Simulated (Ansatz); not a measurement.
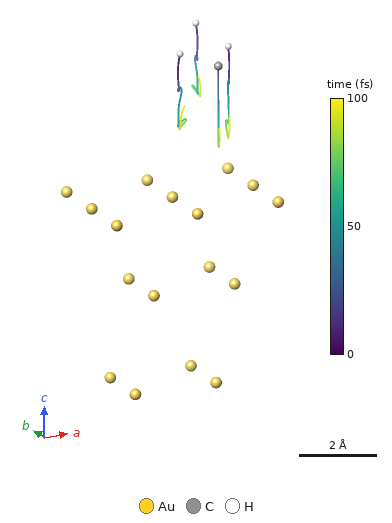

Molecular dynamics of CH3 on Au(111) (16 atoms in the cell), 100 fs long. Lines trace each atom's path, coloured by time; spheres stand at the starting positions. Fixed atoms have no trace. Seen slightly off an axis in the simulation cell, with the vacuum cut short.

These are results of Ansatz 0.2.0, DFT PBE, scalar-relativistic, plane waves, PAW, not measurements. Run with plane-wave cutoff 420 eV; k-point mesh 2 × 2 × 1; Fermi-Dirac smearing 0.1 eV; low-accuracy preset; 4 atoms held fixed; constant energy (NVE); time step 0.5 fs; at the start 4 atoms move with typed velocities and the others are at rest.

Question: What do the traces tell about the motion?

Answer: In the second half of the run the atoms are, in the root-mean-square, this far from where they began (common drift taken out): H 1.86 Å, C 1.83 Å, Au 0.07 Å. The run lasts only 100 fs, too short to tell vibration from diffusion. Over the second half the temperature averages 651 K (spread ±252 K). It is well above the start because potential energy is released as heat. The potential energy in the second half lies on average 50.7 meV per atom below the first frame. The total energy stays between −0.078 and 0.024 meV per atom of its start. A straight-line fit has a slope that amounts to −0.028 meV per atom over 100 fs (under 0.1 % of the mean kinetic energy), its mean offset in the second half is under 0.1 %, and the ripple about the line is under 0.1 % of the kinetic energy's fluctuation. With a drift under 2 % and a ripple under 7 %, the integration is accurate. The thermostat's time constant is so short that it disturbs the motion.

Limits of the set-up: the k-point mesh is coarse for a cell with partly filled bands; the program's low-accuracy preset was used; the periodic images lie only 5.8 Å apart, so the values are limited by the cell's size.
